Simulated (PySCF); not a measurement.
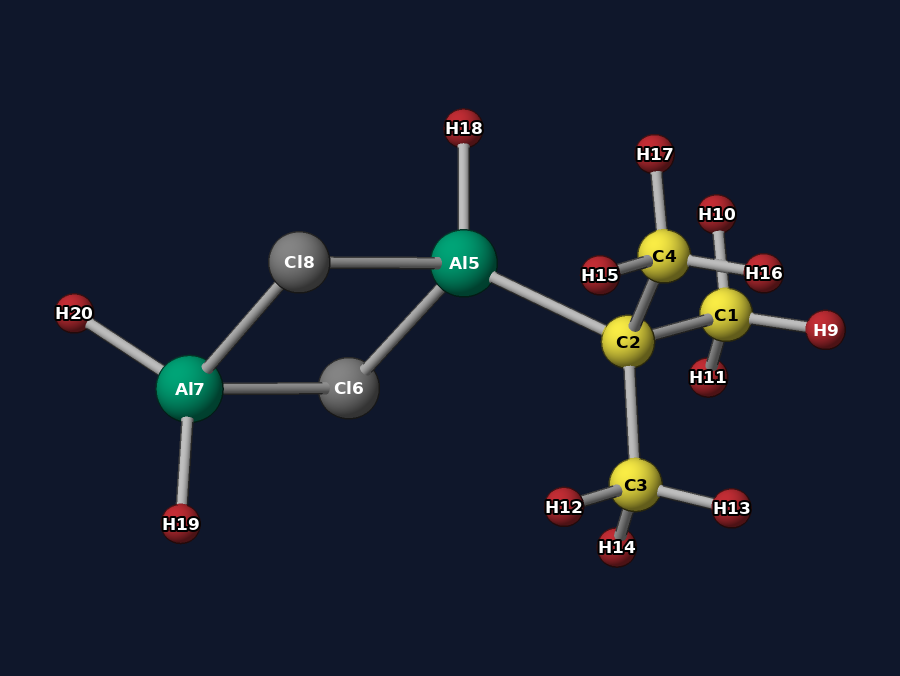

The questions are on Mulliken charges. The geometry was computed by an optimisation with GFN2-xTB. No frequency run is at hand to confirm it as a minimum. Level of theory: PBE0/pcSseg-1, gas phase (PySCF 2.14.0).

List the Mulliken charges.

```csv
atom,value (e)
C1,−0.20
C2,−0.79
C3,−0.16
C4,−0.20
Al5,0.88
Cl6,−0.34
Al7,0.70
Cl8,−0.34
H9,0.11
H10,0.13
H11,0.12
H12,0.11
H13,0.10
H14,0.11
H15,0.12
H16,0.11
H17,0.12
H18,−0.18
H19,−0.20
H20,−0.20
```

Mulliken values depend strongly on the basis set and can even reverse the polarity of a bond. The geometry is semi-empirical. Around Al such bond lengths and angles can be off by a tenth of an ångström or more and by several degrees, and values that hang on the shape move with them.
